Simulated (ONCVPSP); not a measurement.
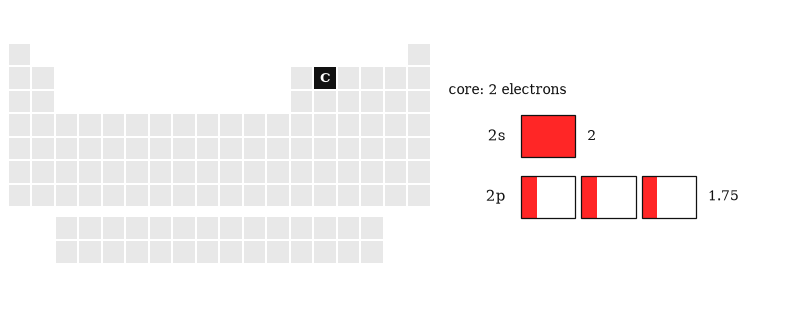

**Figure 1.** Left, the place of carbon in the periodic table; right, the valence shells of the reference configuration: a box for each of the 2l + 1 orbitals, shaded by the share of the shell that is filled, with the electron count at the right. The shells are those of the unaltered input.

Run report: C, pseudopotential generation

System: carbon (C, Z = 6), core [He], reference valence 2s2 2p1.75 (an ion of charge +0.25), valence charge 4. (This line and the method describe the unaltered input from which the odd one was made.)
Method: ONCV potential, PW91, scalar-relativistic, made with ONCVPSP 4.0.1.

The input:
```
# ATOM AND REFERENCE CONFIGURATION
# atsym  z   nc   nv     iexc    psfile
  C 6.00    1    2  -109134      upf
#
#   n    l    f
    1    0    2.00
    2    0    2.00
    2    1    1.75
#
# PSEUDOPOTENTIAL AND OPTIMIZATION
# lmax
    1
#
#   l,   rc,      ep,       ncon, nbas, qcut
    0    1.05    0.00    4    9    6.30
    1    1.85    0.00    4    7    9.10
#
# LOCAL POTENTIAL
# lloc, lpopt,  rc(5),   dvloc0
    4    5    0.75    6.00
#
# VANDERBILT-KLEINMAN-BYLANDER PROJECTORs
# l, nproj, debl
    0    2    1.20
    1    1    1.20
#
# MODEL CORE CHARGE
# icmod, fcfact, rcfact
    1    0.35    0.00
#
# LOG DERIVATIVE ANALYSIS
# epsh1, epsh2, depsh
   -2.00    5.00    0.00
#
# OUTPUT GRID
# rlmax, drl
    6.00    0.01
#
# TEST CONFIGURATIONS
# ncnf
    4
# nvcnf
#   n    l    f
    2
    2    0    2.00
    2    1    2.00
#
    2
    2    0    2.00
    2    1    1.00
#
    2
    2    0    2.00
    2    1    0.00
#
    2
    2    0    2.00
    2    1    1.50
#
```

Command:
```bash
oncvpsp.x < C.dat > C.out
```

Output (extracts):
```
ONCVPSP  (Optimized Norm-Conservinng Vanderbilt PSeudopotential)
scalar-relativistic version 4.0.1

#   n    l    f        energy (Ha)
    1    0    2.00    -1.0177509E+01
    2    0    2.00    -6.0667758E-01
    2    1    1.75    -2.9219405E-01

Reference configufation results
  iterations    25
  all-electron total energy (Ha)   -3.77362265D+01

Begin loop to  construct optimized pseudo wave functions
and semi-local pseudopoentials for all angular momenta

   Wellstate for l =  0  n =  3
     eigenvalue =   0.5933
     asymptotic potential =   1.0933
     half-point radius =  3.2946

Calculating optimized projector #   1

 for l=   0

    Fraction of norm inside rc  0.243886
    Optimizing pswf for qcut=   6.29 a_B^-1,  ecut=  19.79 Ha
    Residual kinetic energy error=  7.58D-04 Ha

    Energy error per electron        Cutoff
         Ha          eV             Ha
         0.01000     0.27211       12.15
         0.00100     0.02721       18.92
         0.00010     0.00272       74.00
         0.00001     0.00027      202.28

Calculating optimized projector #   2

 for l=   0

    Fraction of norm inside rc  0.096043
    Optimizing pswf for qcut=   6.29 a_B^-1,  ecut=  19.79 Ha
    Residual kinetic energy error=  5.88D-04 Ha

    Energy error per electron        Cutoff
         Ha          eV             Ha
         0.01000     0.27211       10.85
         0.00100     0.02721       18.06
         0.00010     0.00272       77.83
         0.00001     0.00027      267.07

Calculating optimized projector #   1

 for l=   1

    Fraction of norm inside rc  0.644557
    Optimizing pswf for qcut=   9.09 a_B^-1,  ecut=  41.32 Ha
    Residual kinetic energy error=  2.10D-09 Ha

    Energy error per electron        Cutoff
         Ha          eV             Ha
         0.01000     0.27211       14.23
         0.00100     0.02721       20.28
         0.00010     0.00272       25.38
         0.00001     0.00027       29.73

Construct Vanderbilt / Kleinmman-Bylander projectors

B matrix Hermiticity error, ll=   0
   1   2    4.2510E-05

  Orthonormal projector coefficients  9.9005E+00  2.3797E+00

Model core correction analysis
  based on d2Exc/dn_idn_j

d2excae - all-electron derivatives

   -4.519290D-02   -3.674404D-02
   -3.727057D-02   -3.289992D-02

d2excps - pseudofunction derivatives with no core correction

   -4.502986D-02   -3.929213D-02
   -3.981678D-02   -3.608184D-02

rms 2nd derivative error    2.404539E-03

Polynomial model core charge

d2excps - pseudofunction derivatives with core correction

   -4.465218D-02   -3.845342D-02
   -3.897917D-02   -3.463782D-02

rms 2nd derivative error    1.512776E-03

Pseudoatom total energy   -5.334500

Diagnostic tests using Vanderbilt-Kleinman-Bylander pseudopotentials
  1 or more projectors used as specified by nproj input data

   l    rcore       rmatch      e in        delta e   norm test  slope test

   0   1.0519859   1.0839265  -0.6066776  -0.0000044   1.0000269   1.0000013
   0   1.0519859   1.0839265   0.5933224   0.0000114   1.0001216   1.0001216

   1   1.8570265   1.9134098  -0.2921940  -0.0000012   0.9999991   1.0000070

 Testing for bound ghosts
   n   l    E NL Schr. Eq   E Basis Diag.   E Cutoff

   1   0       -0.606682       -0.551762    313.14

   2   1       -0.292195       -0.288996     44.63

 Testing for highly-localized positive-energy ghosts
       l    <radius>/rc     E Basis Diag.   E Cutoff

Test configuration 0

   n   l     f        eae           eps        diff
   1   0  2.0000  -10.17750939
   2   0  2.0000   -0.60667758   -0.60668202   -4.44D-06
   2   1  1.7500   -0.29219405   -0.29219526   -1.21D-06

    Total energies and differences
      AE_ref= -3.77362265D+01  AE_tst= -3.77362265D+01  dif=  0.00D+00
      PS_ref= -5.33450036D+00  PS_tst= -5.33450036D+00  dif=  6.22D-15
      PSP excitation error= -6.22D-15

Test configuration 1

   n   l     f        eae           eps        diff
   1   0  2.0000  -10.05846025
   2   0  2.0000   -0.50701518   -0.50696610    4.91D-05
   2   1  2.0000   -0.19634275   -0.19639994   -5.72D-05

    Total energies and differences
      AE_ref= -3.77362265D+01  AE_tst= -3.77971084D+01  dif= -6.09D-02
      PS_ref= -5.33450036D+00  PS_tst= -5.39539329D+00  dif= -6.09D-02
      PSP excitation error=  1.11D-05

Test configuration 2

   n   l     f        eae           eps        diff
   1   0  2.0000  -10.61145584
   2   0  2.0000   -0.94875993   -0.94841862    3.41D-04
   2   1  1.0000   -0.62764598   -0.62646036    1.19D-03

    Total energies and differences
      AE_ref= -3.77362265D+01  AE_tst= -3.73955122D+01  dif=  3.41D-01
      PS_ref= -5.33450036D+00  PS_tst= -4.99409196D+00  dif=  3.40D-01
      PSP excitation error=  3.06D-04

Test configuration 3

   n   l     f        eae           eps        diff
   1   0  2.0000  -11.35285218
   2   0  2.0000   -1.48623665   -1.48189787    4.34D-03

    Total energies and differences
      AE_ref= -3.77362265D+01  AE_tst= -3.65049971D+01  dif=  1.23D+00
      PS_ref= -5.33450036D+00  PS_tst= -4.10768190D+00  dif=  1.23D+00
      PSP excitation error=  4.41D-03

Test configuration 4

   n   l     f        eae           eps        diff
   1   0  2.0000  -10.30978018
   2   0  2.0000   -0.71399806   -0.71400223   -4.17D-06
   2   1  1.5000   -0.39643555   -0.39625851    1.77D-04

    Total energies and differences
      AE_ref= -3.77362265D+01  AE_tst= -3.76503172D+01  dif=  8.59D-02
      PS_ref= -5.33450036D+00  PS_tst= -5.24860753D+00  dif=  8.59D-02
      PSP excitation error=  1.65D-05
```

What the run reported:

```
                        quantity                      value
                         outcome                  generated
    ghost flags of the generator     0 GHOST(-), 0 GHOST(+)
largest excitation error printed                    120 meV
                        hardware  1 CPU thread, shared host
                       wall time                      2.6 s
```

What is odd here:

This input holds a deliberate oddity: depsh set to zero. The program ran to the end. The all-electron atom is untouched: its total energy equals that from the unaltered input (−37.7362 Ha). The pseudo-atom's energy and ghost flags in the reference configuration are also those from the unaltered input, so the oddity leaves no trace there. This setting only spaces or bounds the energies of the logarithmic derivatives; it doesn't enter the potential.
